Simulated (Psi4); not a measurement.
# H3NO (hydroxylamine): r2SCAN/def2-TZVPP

What is the vertical ionisation energy of H3NO (hydroxylamine) at r2SCAN/def2-TZVPP? 

Program for the calculation: Psi4 1.11.

2 further runs of the same task are left out: 2 set aside as unsound or not needed. Runs told in other sessions of the task aren't counted.

### Step 1. The system as given

H3NO has 5 atoms, charge 0, and is taken as a singlet. As SMILES, `NO`. The coordinates come from a PBE0-D4/def2-TZVP relaxation. This is one conformer, not always the lowest.

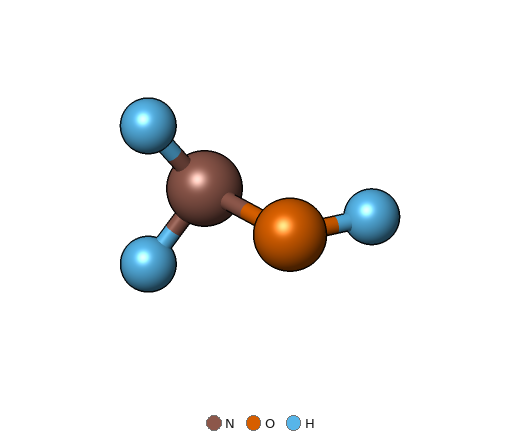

Viewed from a chosen angle; nitrogen brown, oxygen orange, hydrogen blue.

### Step 2. Energy and gradient at r2SCAN/def2-TZVPP

input.in reads:

```
memory 2200 mb

molecule {
  0 1
  N
  O 1 1.422492
  H 1 1.016107 2 104.5268
  H 1 1.016107 3 105.98182 2 -110.10349
  H 2 0.960435 1 102.8036 3 124.34587
  symmetry c1
}

set {
  basis                def2-TZVPP
  puream               true
  e_convergence        1e-09
  d_convergence        1e-08
  scf_type             pk
  dft_radial_points    99
  dft_spherical_points 590
}

gradient('r2scan')
print_variables()
```

On the command line:

```
$ psi4 -i input.in -o input.out -n 1
```

input.out:

```text
[...]
  Running in c1 symmetry.
[...]
  Nuclear repulsion =   39.593667661871486
[...]
  Multiplicity = 1
[...]
  Nalpha       = 9
  Nbeta        = 9
[...]
    Number of basis functions: 104
[...]
   @RKS iter   1:  -131.51012590270244   -2.20052e-01   6.76984e-03 DIIS/ADIIS
[...]
   @RKS iter  10:  -131.70625850576434   -7.04858e-12   7.80574e-09 DIIS
[...]
    Orbital Energies [Eh]
    ---------------------
    Doubly Occupied:
       1A    -18.973832     2A    -14.193602     3A     -1.023145
       4A     -0.768343     5A     -0.469298     6A     -0.468084
       7A     -0.404753     8A     -0.255809     9A     -0.225843
[...]
  @RKS Final Energy:  -131.70625850576434
   => Energetics <=
    Nuclear Repulsion Energy =             39.5936676618714856
    One-Electron Energy =                -258.2939943852585429
    Two-Electron Energy =                 103.5318819149721321
    DFT Exchange-Correlation Energy =     -16.5378136973493994
    Empirical Dispersion Energy =           0.0000000000000000
    VV10 Nonlocal Energy =                  0.0000000000000000
    Total Energy =                       -131.7062585057643389
[...]
 Multipole Moments:
 ------------------------------------------------------------------------------------
     Multipole            Electronic (a.u.)      Nuclear  (a.u.)        Total (a.u.)
 ------------------------------------------------------------------------------------
 L = 1.  Multiply by 2.5417464519 to convert [e a0] to [Debye]
 Dipole X            :         -0.0933883            0.1226740            0.0292857
 Dipole Y            :         -0.0643306            0.0853188            0.0209882
 Dipole Z            :          0.7651402           -0.9737493           -0.2086091
 Magnitude           :                                                    0.2116977
[...]
  -Total Gradient:
     Atom            X                  Y                   Z
    ------   -----------------  -----------------  -----------------
       1        0.002310849874     0.001577601370     0.011569208154
       2       -0.001181048730    -0.000814218372    -0.011858942044
       3       -0.000812435075    -0.000741407014    -0.000039911739
       4       -0.000973396824    -0.000483337905    -0.000052689085
       5        0.000632363076     0.000445262272     0.000258222722
[...]
```

Wall time 32 s (1 thread of Intel Xeon 6975P-C (Granite Rapids), shared host); peak memory 1.1 GiB.

### Step 3. The doublet cation: the energy at U-r2SCAN/def2-TZVPP

h3no.py reads:

```python
import psi4

psi4.set_memory(2200000000)
psi4.set_num_threads(1)
psi4.core.set_output_file('psi4.out', False)

geom = psi4.geometry("""
1 2
N     -0.165120    -0.361290    -0.321170
O      0.364460     0.666040     0.508060
H     -0.162690    -1.190020     0.266770
H     -1.141650    -0.109840    -0.446210
H      1.105010     0.995100    -0.007440
symmetry c1
""")

options = {'reference': 'uks', 'puream': True, 'e_convergence': 1e-09, 'd_convergence': 1e-08, 'scf_type': 'pk', 'dft_radial_points': 99, 'dft_spherical_points': 590, 'maxiter': 100}
psi4.set_options(options)

e, wfn = psi4.energy('r2scan/def2-TZVPP', return_wfn=True)
psi4.oeprop(wfn, 'QUADRUPOLE', 'LOWDIN_CHARGES', 'DIPOLE', title='R2SCAN')
print(f'total energy {e:.8f} hartree = {e * 27.211386:.5f} eV')
```

On the command line:

```
$ python h3no.py
```

psi4.out:

```text
[...]
  Running in c1 symmetry.
[...]
  Nuclear repulsion =   39.593666393662183
[...]
  Multiplicity = 2
[...]
  Nalpha       = 9
  Nbeta        = 8
[...]
    Number of basis functions: 104
[...]
   @UKS iter   1:  -131.27631823636295    1.37558e-02   3.68835e-03 DIIS/ADIIS
[...]
   @UKS iter  13:  -131.32624730416507   -2.07478e-12   3.80804e-09 DIIS
[...]
   @S^2 Observed:                7.551765776E-01
[...]
    Orbital Energies [Eh]
    ---------------------
    Alpha Occupied:
       1A    -19.330647     2A    -14.631587     3A     -1.381072
       4A     -1.144175     5A     -0.833092     6A     -0.822213
       7A     -0.782924     8A     -0.647414     9A     -0.585846
    Alpha Virtual:
      10A     -0.280023    11A     -0.201826    12A     -0.153014
      13A     -0.144975    14A      0.057611    15A      0.067817
      16A      0.082352    17A      0.135462    18A      0.149818
      19A      0.210615    20A      0.211424    21A      0.236071
      22A      0.253853    23A      0.333569    24A      0.366624
      25A      0.386196    26A      0.438682    27A      0.535913
[...]
  @UKS Final Energy:  -131.32624730416507
   => Energetics <=
    Nuclear Repulsion Energy =             39.5936663936621827
    One-Electron Energy =                -251.8299847833489480
    Two-Electron Energy =                  97.0948590981163022
    DFT Exchange-Correlation Energy =     -16.1847880125945949
    Empirical Dispersion Energy =           0.0000000000000000
    VV10 Nonlocal Energy =                  0.0000000000000000
    Total Energy =                       -131.3262473041650651
  UHF NO Occupations:
  HONO-2 :    7  A 1.9993385
  HONO-1 :    8  A 1.9985719
[...]
 Multipole Moments:
 ------------------------------------------------------------------------------------
     Multipole            Electronic (a.u.)      Nuclear  (a.u.)        Total (a.u.)
 ------------------------------------------------------------------------------------
 L = 1.  Multiply by 2.5417464519 to convert [e a0] to [Debye]
 Dipole X            :          0.1868116           -0.4672831           -0.2804716
 Dipole Y            :          0.1054068           -0.7320415           -0.6266347
 Dipole Z            :         -0.0965989           -0.4650567           -0.5616556
 Magnitude           :                                                    0.8870132
 L = 2.  Multiply by 1.3450342976 to convert [e a0^2] to [Debye ang]
 Quadrupole XX       :        -17.5004906           13.1146979           -4.3857928
 Quadrupole XY       :        -10.4309040           12.7387380            2.3078340
[...]
```

On the terminal:

```text
total energy -131.32624730 hartree = -3573.56921 eV
```

Run time: 38 s. Hardware: 1 thread of Intel Xeon 6975P-C (Granite Rapids), shared host; peak memory 1.1 GiB.

### Step 4. What came out

At r2SCAN/def2-TZVPP:

```
                                          quantity          value
                        singlet H3NO: total energy  -131.70626 Eh
                       singlet H3NO: dipole moment         0.54 D
                         singlet H3NO: HOMO energy       -6.15 eV
                         singlet H3NO: LUMO energy        1.22 eV
                       singlet H3NO: HOMO–LUMO gap        7.37 eV
            singlet H3NO: largest force on an atom     0.614 eV/Å
                      doublet cation: total energy  -131.32625 Eh
doublet cation: HOMO energy (highest over α and β)      -15.74 eV
 doublet cation: LUMO energy (lowest over α and β)      -14.25 eV
                              doublet cation: ⟨S²⟩          0.755
vertical ionisation energy (to the doublet cation)      10.341 eV
```

**Reading.** Removing an electron at fixed nuclei costs 10.34 eV (998 kJ/mol). The largest force (singlet H3NO) is 0.61 eV/Å: the shape isn't a stationary point for this species at this level. The negative HOMO energy of the first species, 6.15 eV, lies 4.20 eV below that difference.
